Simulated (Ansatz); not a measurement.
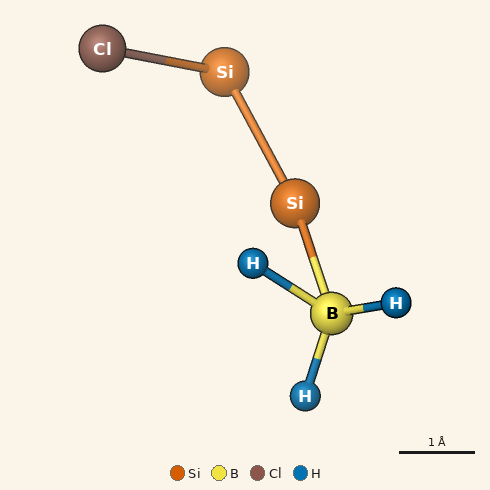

Atoms fade into the background with distance from the viewer. State: charge −1, singlet. The computed structure is the end point of a PBE0-D4/def2-TZVPD optimisation. No frequency run is at hand to confirm it as a minimum. Masses are those of the most abundant isotopes; constants are for the rigid equilibrium geometry.

> What kind of rotor is it, and what are its rotational constants in cm⁻¹?

An asymmetric top (Cs): A = 0.234, B = 0.0550, C = 0.0451 cm⁻¹. Ray's parameter κ is −0.90, close to the prolate limit.
